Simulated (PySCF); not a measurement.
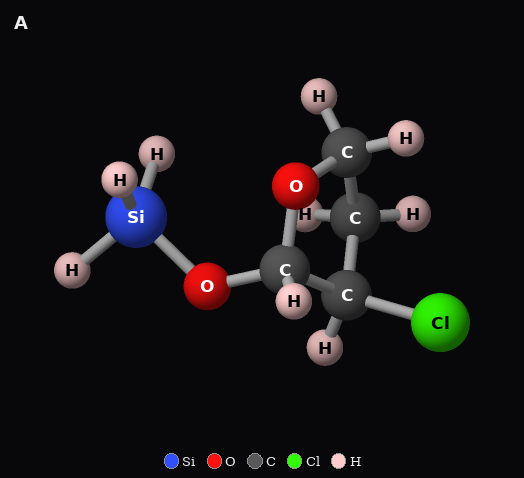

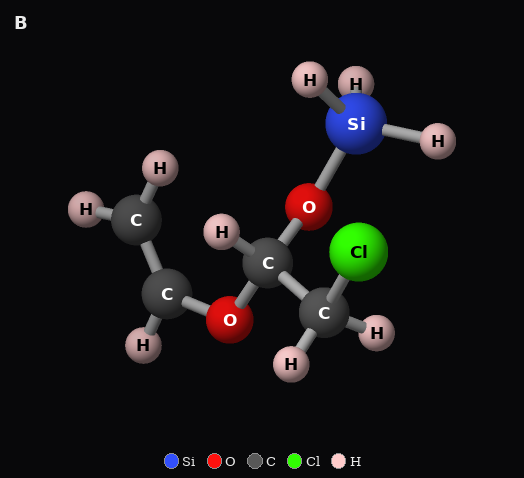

2 stationary structures of one formula. Geometries: GFN2-xTB. Electronic energies: ωB97X-D/def2-SVPD (PySCF 2.14.0), without zero-point energy. No frequency run is at hand to confirm each as a minimum. Each is one conformer, not always the lowest.

> Which is lowest in energy, and by how much?

A is lowest; B lies 22.8 kcal/mol above it. A is `[SiH3]O[C@@H]1OCC[C@H]1Cl`, B is `C=CO[C@@H](CCl)O[SiH3]`.

The geometry is semi-empirical. Around Si such bond lengths and angles can be off by a tenth of an ångström or more and by several degrees, and values that hang on the shape move with them.
